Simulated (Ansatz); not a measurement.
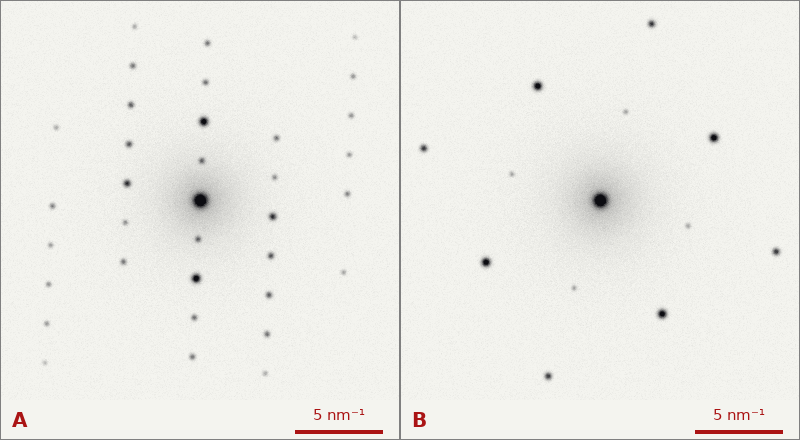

Kinematic electron diffraction patterns (120 kV, B = 0.5 Å², same scale, each along a low-index zone) of two structures of composition BC, each relaxed at zero pressure with DFT PBE, scalar-relativistic, plane waves, PAW in Ansatz.

The structures (standard cells):
1. R-3m (No. 166), a = 2.732 Å, c = 13.294 Å (hexagonal axes), 12 atoms; generated start, possibly hypothetical
2. F-43m (No. 216), a = 3.789 Å, 8 atoms; generated start, possibly hypothetical

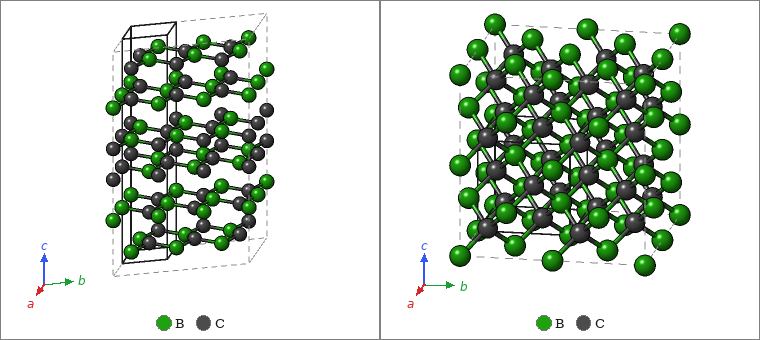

Drawings of the structures 1 to 2, from left to right (each may span several cells).

**Which pattern belongs to which structure, and along which zone?**

A is structure 1 along [100] or an equivalent direction: oblique net of 0 0 3 at d = 4.43 Å and 0 -1 1 at d = 2.33 Å, 79.9° apart (some points of this net are extinct or too weak to see). B is structure 2 along [001] or an equivalent direction: square net of 2 0 0 (weak) at d = 1.89 Å and 0 2 0 (weak) at d = 1.89 Å, 90.0° apart (some points of this net are extinct or too weak to see).

**Rank the structures by their computed energy.**

Structure 1 (R-3m, 7.16 Å³ an atom) is the lowest of these; structure 2 (F-43m, 6.80 Å³ an atom) lies about 94 meV an atom higher. These are static energies at 0 K; other structures, not shown, may lie lower still.
